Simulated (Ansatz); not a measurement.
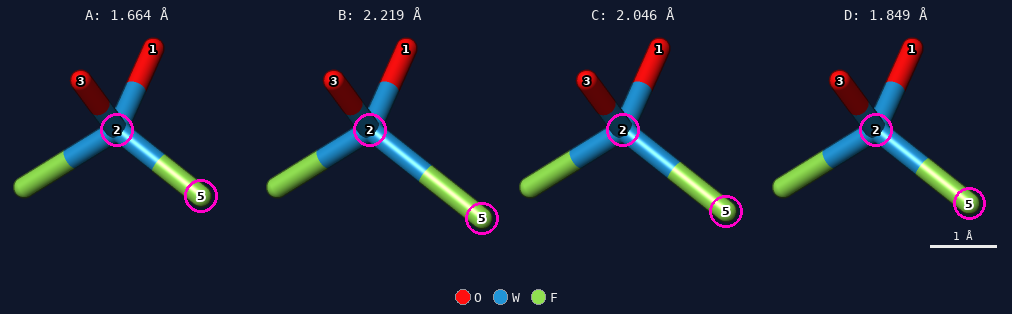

WO$_{2}$F$_{2}$: one W–F bond length is varied, with the rest of the molecule carried along rigidly. A stick model, seen at a tilt. The ringed atoms are those of the scanned coordinate.

Computed with Ansatz: CCSD(T), basis def2-TZVPP, on geometries moved rigidly from the minimum at PBE0-D4/def2-TZVP. Coupled cluster with a frozen core. Elements past krypton carry the basis set's effective core potentials. Energies are counted from the PBE0-D4/def2-TZVP minimum geometry at the same level.

> Order these geometries by energy, lowest first.

Lowest first: D (the distance 1.849 Å, 0.0 kJ/mol), C (the distance 2.046 Å, 39.5 kJ/mol), A (the distance 1.664 Å, 80.8 kJ/mol), B (the distance 2.219 Å, 112.8 kJ/mol). Over the whole scan: of the computed points the lowest is at the distance 1.849 Å, 0.0 kJ/mol. The curvature at the lowest point is about 34 eV/Å² (5.4 mdyn/Å). The well is steeper on the short side, as for any bond. The T1 diagnostic reaches 0.024, so the single-reference result is less sure there.
